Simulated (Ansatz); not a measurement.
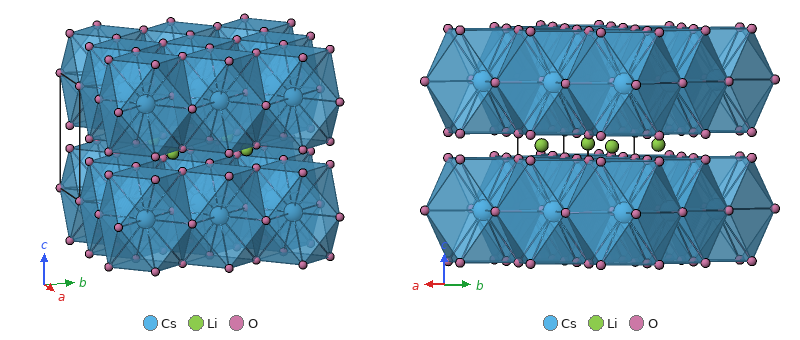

Polyhedra are drawn about Cs (bonds: Cs–O below 3.8 Å); other atoms are plain spheres. Two views of the same piece.

System CsLiO₅ (space group P4/mmm, No. 123); source of the atomic positions: the end point of a relaxation with Ansatz, DFT PBE, scalar-relativistic, plane waves, PAW; the starting structure was generated, so it need not be a known form of this composition.

Question: What figure surrounds each Cs atom, and what does it share with the other drawn polyhedra?

Answer: Cs: CsO12 cuboctahedron, sharing corners with four neighbours and faces with four neighbours.

Question: What is the connectivity of the polyhedra: isolated, groups, chains, layers or framework?

Answer: They form layers of corner- and face-sharing cuboctahedra parallel to (001). Their corner atoms also have Li as close neighbours (those links are not drawn).
